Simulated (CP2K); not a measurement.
**GFN1-xTB run of CH3BrF2Si (SMILES FC(F)[SiH2]Br)**

What is the vertical singlet–triplet gap of CH3BrF2Si at GFN1-xTB? 

Program for the calculation: CP2K 2026.2.

1 further run of the same task is left out (set aside as unsound or not needed).

**1. The molecule**

CH3BrF2Si: 8 atoms, total charge 0, spin state singlet. As SMILES, `FC(F)[SiH2]Br`. Geometry: relaxed at GFN2-xTB. This is one conformer, not always the lowest.

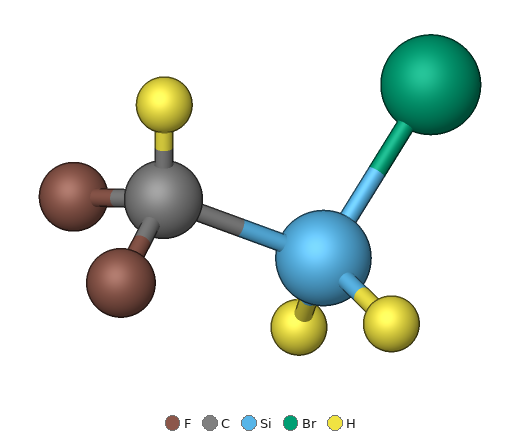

The structure, seen from a chosen angle (fluorine brown, carbon grey, silicon blue, bromine teal, hydrogen yellow).

**2. Energy and gradient at GFN1-xTB**

The input, molecule.xyz:

```xyz
8

F      0.020640    -0.719510     1.784500
C      0.637660    -0.103670     0.738770
F      1.722870    -0.865980     0.433340
Si    -0.555500    -0.024800    -0.780890
Br    -1.508200     1.959330    -0.679100
H      1.014660     0.860650     1.110600
H     -1.582970    -1.034440    -0.620210
H      0.250850    -0.071580    -1.987030
```

The input, mol.inp:

```
&GLOBAL
  PROJECT mol
  RUN_TYPE ENERGY_FORCE
  PRINT_LEVEL MEDIUM
&END GLOBAL

&FORCE_EVAL
  METHOD Quickstep
  &DFT
    CHARGE 0
    MULTIPLICITY 1
    &QS
      METHOD XTB
      EPS_DEFAULT 1.0E-10
      &XTB
        GFN_TYPE 1
        CHECK_ATOMIC_CHARGES F
      &END XTB
    &END QS
    &POISSON
      PERIODIC NONE
      POISSON_SOLVER ANALYTIC
    &END POISSON
    &SCF
      SCF_GUESS ATOMIC
      EPS_SCF 1.0E-07
      MAX_SCF 100
      &DIAGONALIZATION
        ALGORITHM STANDARD
      &END DIAGONALIZATION
      &MIXING
        METHOD BROYDEN_MIXING
        ALPHA 0.2
        NBUFFER 8
      &END MIXING
    &END SCF
    &PRINT
      &MOMENTS
        PERIODIC F
        REFERENCE COM
        MAX_MOMENT 1
      &END MOMENTS
      &MO ON
        ENERGIES T
        OCCUPATION_NUMBERS T
        NDIGITS 6
        &EACH
          QS_SCF 0
        &END EACH
        ADD_LAST NUMERIC
      &END MO
      &HIRSHFELD OFF
      &END HIRSHFELD
    &END PRINT
  &END DFT
  &SUBSYS
    &CELL
      ABC [angstrom] 11.3 11 11.8
      PERIODIC NONE
    &END CELL
    &TOPOLOGY
      COORD_FILE_NAME molecule.xyz
      COORD_FILE_FORMAT XYZ
      &CENTER_COORDINATES
      &END CENTER_COORDINATES
    &END TOPOLOGY
  &END SUBSYS
  &PRINT
    &FORCES ON
    &END FORCES
  &END PRINT
&END FORCE_EVAL
```

Started as:

```console
$ OMP_NUM_THREADS=1 cp2k.psmp -i mol.inp > mol.out 2>&1
```

The program printed:

```text
CP2K| version string:                                       CP2K version 2026.2
[...]
 GLOBAL| Method name                                                        CP2K
[...]
 GLOBAL| Run type                                                   ENERGY_FORCE
[...]
                             - Atoms:                                          8
[...]
                             - Spherical basis functions:                     36
[...]
 Number of electrons:                                                         32
[...]
     1 NoMix/Diag. 0.20E+00    0.0     0.50756451       -19.7000836186 -1.97E+01
[...]
    64 Broy./Diag. 0.20E+00    0.0     0.00000003       -19.8084776183  2.31E-08
  *** SCF run converged in    64 steps ***
[...]
 TB_DIPOLE| Moment [Debye]         -1.30415621       1.75024684      -1.94047450
 TB_DIPOLE| Derivative [a.u.]       0.00000000       0.00000000       0.00000000
[...]
 ENERGY| Total FORCE_EVAL ( QS ) energy [hartree]            -19.808477621272608
 FORCES| Atomic forces [hartree/bohr]
 FORCES|   Atom     x               y               z               |f|
 FORCES|      1 -4.24812733E-03 -2.32037144E-04  5.63295361E-03   7.05907880E-03
 FORCES|      2 -4.87797418E-03  6.82661275E-04 -8.67598241E-03   9.97663917E-03
 FORCES|      3  7.91624552E-03 -2.36413120E-03 -1.30228769E-03   8.36373199E-03
 FORCES|      4  4.41724360E-03 -8.67446995E-03  1.82595469E-03   9.90416986E-03
 FORCES|      5 -8.20972684E-03  1.36704288E-02 -4.99317787E-04   1.59539825E-02
 FORCES|      6  4.80868561E-03  1.09583611E-03  5.53566995E-03   7.41403776E-03
 FORCES|      7  2.50313543E-03 -8.74830106E-04 -3.09975792E-03   4.07915602E-03
 FORCES|      8 -2.30948182E-03 -3.30345781E-03  5.82767553E-04   4.07261068E-03
 FORCES| Sum     2.55871713E-17 -5.32126426E-16 -1.13407547E-16
 FORCES| Total atomic force                                       5.44678353E-16
[...]
```

Run time: 1.6 s. Hardware: 1 thread of Intel Xeon Platinum 8259CL at 2.50GHz (Skylake/Cascade Lake), shared host; peak memory 0.19 GiB.

**3. The triplet**

molecule.xyz is that of step 2.

The input, mol.inp:

```
&GLOBAL
 PROJECT_NAME mol
 RUN_TYPE ENERGY_FORCE
 PRINT_LEVEL MEDIUM
&END GLOBAL
&FORCE_EVAL
 METHOD QUICKSTEP
 &DFT
  MULTIPLICITY 3
  UNRESTRICTED_KOHN_SHAM T
  &QS
   METHOD XTB
   EPS_DEFAULT 1.0E-10
   &XTB
    GFN_TYPE 1
    CHECK_ATOMIC_CHARGES F
   &END XTB
  &END QS
  &POISSON
   PERIODIC NONE
   POISSON_SOLVER ANALYTIC
  &END POISSON
  ! SCF settings
  &SCF
   SCF_GUESS ATOMIC
   EPS_SCF 1.0E-07
   MAX_SCF 30
   &OT
    MINIMIZER DIIS
    PRECONDITIONER FULL_SINGLE_INVERSE
   &END OT
   &OUTER_SCF
    EPS_SCF 1.0E-07
    MAX_SCF 8
   &END OUTER_SCF
  &END SCF
  ! extra output
  &PRINT
   &MOMENTS
    PERIODIC F
    REFERENCE COM
    MAX_MOMENT 1
   &END MOMENTS
   &MO_CUBES
    NLUMO 5
    NHOMO -1
    WRITE_CUBE F
   &END MO_CUBES
   &HIRSHFELD OFF
   &END HIRSHFELD
  &END PRINT
 &END DFT
 &SUBSYS
  ! box in angstrom
  &CELL
   ABC 11.3 11 11.8
   PERIODIC NONE
  &END CELL
  &TOPOLOGY
   COORD_FILE_NAME molecule.xyz
   COORD_FILE_FORMAT XYZ
   &CENTER_COORDINATES
   &END CENTER_COORDINATES
  &END TOPOLOGY
 &END SUBSYS
 &PRINT
  &FORCES ON
  &END FORCES
 &END PRINT
&END FORCE_EVAL
```

Started as:

```console
$ OMP_NUM_THREADS=1 cp2k.psmp -i mol.inp > mol.out 2>&1
```

The program printed:

```text
CP2K| version string:                                       CP2K version 2026.2
[...]
 GLOBAL| Method name                                                        CP2K
[...]
 GLOBAL| Run type                                                   ENERGY_FORCE
[...]
                             - Atoms:                                          8
[...]
                             - Spherical basis functions:                     36
[...]
 Number of electrons:                                                         17
[...]
     1 OT DIIS     0.80E-01    0.1     0.08899767       -19.2917663670 -1.93E+01
[...]
    14 OT DIIS     0.80E-01    0.0     0.00000008       -19.5767497315 -8.64E-12
  *** SCF run converged in    14 steps ***
[...]
 TB_DIPOLE| Moment [Debye]          0.08276296       1.39546108      -0.14318511
 TB_DIPOLE| Derivative [a.u.]       0.00000000       0.00000000       0.00000000
[...]
 ENERGY| Total FORCE_EVAL ( QS ) energy [hartree]            -19.576749731488373
 FORCES| Atomic forces [hartree/bohr]
 FORCES|   Atom     x               y               z               |f|
 FORCES|      1  9.64993508E-04  7.31375742E-03 -1.26672191E-02   1.46588096E-02
 FORCES|      2  7.99214482E-03 -7.10135314E-03  2.62108416E-02   2.83074516E-02
 FORCES|      3 -1.61806205E-03  5.24130681E-03 -2.51941955E-03   6.03629826E-03
 FORCES|      4  8.16987288E-03 -6.26430315E-02 -2.79429176E-02   6.90775134E-02
 FORCES|      5 -2.68163271E-02  6.56620781E-02  8.59665825E-03   7.14459687E-02
 FORCES|      6  2.61230775E-03 -1.08423248E-03  8.28603518E-04   2.94725222E-03
 FORCES|      7  7.31191701E-03 -2.31936910E-03  1.64371302E-03   7.84508737E-03
 FORCES|      8  1.38315316E-03 -5.06915616E-03  5.84973982E-03   7.86313632E-03
 FORCES| Sum     1.64798730E-16 -5.37764278E-17 -1.04083409E-17
 FORCES| Total atomic force                                       1.73663062E-16
[...]
```

It took 3.9 s on 1 thread of Intel Xeon Platinum 8259CL at 2.50GHz (Skylake/Cascade Lake), shared host; peak memory 0.2 GiB.

**4. Outcome**

Level: GFN1-xTB.

```
                                          quantity         value
                             singlet: total energy  -19.80848 Eh
singlet: dipole moment (from atomic charges alone)        2.92 D
                              singlet: HOMO energy     -11.92 eV
                        singlet: dispersion energy  -6.91 kJ/mol
                 singlet: largest force on an atom    0.820 eV/Å
                             triplet: total energy  -19.57675 Eh
triplet: dipole moment (from atomic charges alone)        1.41 D
       triplet: HOMO energy (highest over α and β)      -5.89 eV
                        triplet: dispersion energy  -6.91 kJ/mol
                 triplet: largest force on an atom    3.674 eV/Å
  vertical energy of the triplet above the singlet      6.306 eV
```

The method runs without spin polarisation, so open shells lack the exchange term that lowers high spin: such gaps come out too high and can have the wrong sign. The largest force (singlet) is 0.82 eV/Å: the shape isn't a stationary point for this species at this level. At this shape the triplet lies 6.31 eV (145 kcal/mol) above the singlet. The dipole (singlet) comes from point charges on the atoms alone, without atomic dipoles, so it is partial. The dipole (triplet) comes from point charges on the atoms alone, without atomic dipoles, so it is partial.
